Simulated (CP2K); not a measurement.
# CH3Cl2Si (SMILES [CH2][SiH](Cl)Cl): GFN1-xTB

Aim: the vertical doublet–quartet gap of CH3Cl2Si at GFN1-xTB, from 2 runs. 

The calculation is run with CP2K 2026.2.

7 further runs of the same task are left out: 3 that didn't finish, 4 set aside as unsound or not needed.

### 1 Starting point

The species is CH3Cl2Si (7 atoms), meant as a doublet with charge 0. As SMILES, `[CH2][SiH](Cl)Cl`. Geometry: relaxed at PBE0-D4/def2-TZVP. This is one conformer, not always the lowest.

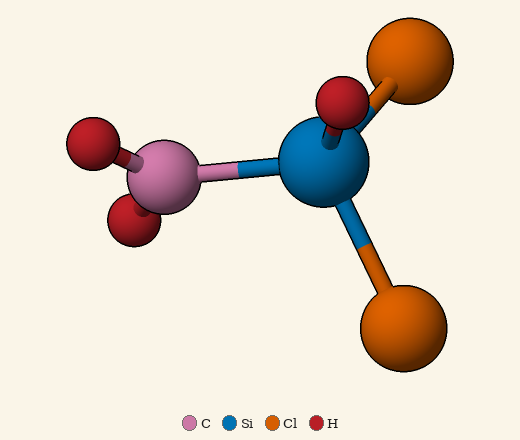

Viewed from a chosen angle; carbon pink, silicon blue, chlorine orange, hydrogen red.

### 2 A single-point energy at GFN1-xTB

molecule.pdb

```
HETATM    1 C    MOL A   1      -0.693   0.893   0.198  1.00  0.00           C
HETATM    2 Si   MOL A   1       0.466  -0.500  -0.004  1.00  0.00          SI
HETATM    3 Cl   MOL A   1       1.594  -0.235  -1.694  1.00  0.00          CL
HETATM    4 Cl   MOL A   1      -0.574  -2.252  -0.209  1.00  0.00          CL
HETATM    5 H    MOL A   1      -1.448   1.127  -0.546  1.00  0.00           H
HETATM    6 H    MOL A   1      -0.669   1.541   1.068  1.00  0.00           H
HETATM    7 H    MOL A   1       1.384  -0.641   1.142  1.00  0.00           H
END
```

job.inp

```
&GLOBAL
  PROJECT job
  RUN_TYPE ENERGY
  PRINT_LEVEL MEDIUM
&END GLOBAL
&FORCE_EVAL
  METHOD QS
  &DFT
    MULTIPLICITY 2
    UKS T
    &QS
      METHOD XTB
      EPS_DEFAULT 1.0E-10
      &XTB
        GFN_TYPE 1
        CHECK_ATOMIC_CHARGES F
      &END XTB
    &END QS
    &POISSON
      PERIODIC NONE
      POISSON_SOLVER ANALYTIC
    &END POISSON
    &SCF
      SCF_GUESS ATOMIC
      EPS_SCF 1.0E-07
      MAX_SCF 80
      ADDED_MOS 2
      &DIAGONALIZATION
        ALGORITHM STANDARD
      &END DIAGONALIZATION
      &MIXING
        METHOD BROYDEN_MIXING
        ALPHA 0.2
        NBUFFER 8
      &END MIXING
      &SMEAR ON
        METHOD FERMI_DIRAC
        ELECTRONIC_TEMPERATURE [K] 300
        FIXED_MAGNETIC_MOMENT 1.0
      &END SMEAR
    &END SCF
    &PRINT
      &MOMENTS
        PERIODIC F
        REFERENCE COM
        MAX_MOMENT 1
      &END MOMENTS
      &MO ON
        ENERGIES T
        OCCUPATION_NUMBERS T
        NDIGITS 6
        &EACH
          QS_SCF 0
        &END EACH
        ADD_LAST NUMERIC
      &END MO
      &HIRSHFELD OFF
      &END HIRSHFELD
    &END PRINT
  &END DFT
  &SUBSYS
    &CELL
      ABC 15 15.8 14.8
      PERIODIC NONE
    &END CELL
    &TOPOLOGY
      COORD_FILE_NAME molecule.pdb
      COORD_FILE_FORMAT PDB
      CONN_FILE_FORMAT OFF
      &CENTER_COORDINATES
      &END CENTER_COORDINATES
    &END TOPOLOGY
  &END SUBSYS
&END FORCE_EVAL
```

The run is started by

```bash
OMP_NUM_THREADS=1 cp2k.psmp -i job.inp > job.out 2>&1
```

Log:

```text
CP2K| version string:                                       CP2K version 2026.2
[...]
 GLOBAL| Method name                                                        CP2K
[...]
 GLOBAL| Run type                                                         ENERGY
[...]
                             - Atoms:                                          7
[...]
                             - Spherical basis functions:                     37
[...]
 Number of electrons:                                                         13
[...]
     1 NoMix/Diag. 0.20E+00    0.0     0.04349164       -14.1553606017 -1.42E+01
[...]
    28 Broy./Diag. 0.20E+00    0.0     0.00000008       -14.1572577701  5.40E-09
  *** SCF run converged in    28 steps ***
[...]
  Fermi energy:                                                -0.30487251038678
[...]
 TB_DIPOLE| Moment [Debye]         -0.36568914       0.89163104       0.68275410
 TB_DIPOLE| Derivative [a.u.]       0.00000000       0.00000000       0.00000000
[...]
 ENERGY| Total FORCE_EVAL ( QS ) energy [hartree]            -14.157257770144074
[...]
```

Run time: 0.34 s. Hardware: 1 thread of Arm Neoverse V1, shared host; peak memory 0.15 GiB.

### 3 The quartet, same level

molecule.pdb is that of step 2.

mol.inp

```
&GLOBAL
  PROJECT mol
  RUN_TYPE ENERGY
  PRINT_LEVEL MEDIUM
&END GLOBAL
&FORCE_EVAL
  METHOD Quickstep
  &DFT
    CHARGE 0
    MULTIPLICITY 4
    UKS T
    # Quickstep
    &QS
      METHOD XTB
      EPS_DEFAULT 1.0E-10
      &XTB
        GFN_TYPE 1
        CHECK_ATOMIC_CHARGES F
      &END XTB
    &END QS
    # no periodic images
    &POISSON
      PERIODIC NONE
      POISSON_SOLVER ANALYTIC
    &END POISSON
    # self-consistent field
    &SCF
      SCF_GUESS ATOMIC
      EPS_SCF 1.0E-07
      MAX_SCF 40
      &OT ON
        MINIMIZER CG
        PRECONDITIONER FULL_SINGLE_INVERSE
      &END OT
      &OUTER_SCF
        EPS_SCF 1.0E-07
        MAX_SCF 10
      &END OUTER_SCF
    &END SCF
    # extra output
    &PRINT
      &MOMENTS
        PERIODIC F
        REFERENCE COM
        MAX_MOMENT 1
      &END MOMENTS
      &MO_CUBES
        NLUMO 3
        NHOMO -1
        WRITE_CUBE F
      &END MO_CUBES
      &HIRSHFELD OFF
      &END HIRSHFELD
    &END PRINT
  &END DFT
  &SUBSYS
    # vacuum box
    &CELL
      ABC [angstrom] 15 15.8 14.8
      PERIODIC NONE
    &END CELL
    &TOPOLOGY
      COORD_FILE_NAME molecule.pdb
      COORD_FILE_FORMAT PDB
      CONN_FILE_FORMAT OFF
      &CENTER_COORDINATES
      &END CENTER_COORDINATES
    &END TOPOLOGY
  &END SUBSYS
&END FORCE_EVAL
```

The run is started by

```bash
OMP_NUM_THREADS=1 cp2k.psmp -i mol.inp > mol.out 2>&1
```

Log:

```text
CP2K| version string:                                       CP2K version 2026.2
[...]
 GLOBAL| Method name                                                        CP2K
[...]
 GLOBAL| Run type                                                         ENERGY
[...]
                             - Atoms:                                          7
[...]
                             - Spherical basis functions:                     37
[...]
 Number of electrons:                                                         14
[...]
     1 OT CG       0.80E-01    0.0     0.01415369       -13.8463233332 -1.38E+01
[...]
     1 OT CG       0.80E-01    0.0     0.00000009       -13.8603009650 -1.84E-12
  *** SCF run converged in     1 steps ***
[...]
 TB_DIPOLE| Moment [Debye]         -0.16024065       0.82448676       0.88053969
 TB_DIPOLE| Derivative [a.u.]       0.00000000       0.00000000       0.00000000
[...]
 ENERGY| Total FORCE_EVAL ( QS ) energy [hartree]            -13.860300964952154
[...]
```

Run time: 1.2 s. Hardware: 1 thread of Arm Neoverse V1, shared host; peak memory 0.15 GiB.

### 4 Summary of results

At GFN1-xTB:

| quantity | value |
| --- | --- |
| doublet: total energy | -14.15726 Eh |
| doublet: dipole moment (from atomic charges alone) | 1.18 D |
| doublet: HOMO energy (highest over α and β) | -10.41 eV |
| doublet: LUMO energy (lowest over α and β) | -10.41 eV |
| doublet: dispersion energy | -7.52 kJ/mol |
| quartet: total energy | -13.86030 Eh |
| quartet: dipole moment (from atomic charges alone) | 1.22 D |
| quartet: HOMO energy (highest over α and β) | -4.08 eV |
| quartet: dispersion energy | -7.52 kJ/mol |
| vertical energy of the quartet above the doublet | 8.081 eV |

In words: The method runs without spin polarisation, so open shells lack the exchange term that lowers high spin: such gaps come out too high and can have the wrong sign. At this shape the quartet lies 8.08 eV (186 kcal/mol) above the doublet. The dipole (doublet) comes from point charges on the atoms alone, without atomic dipoles, so it is partial. The dipole (quartet) comes from point charges on the atoms alone, without atomic dipoles, so it is partial.
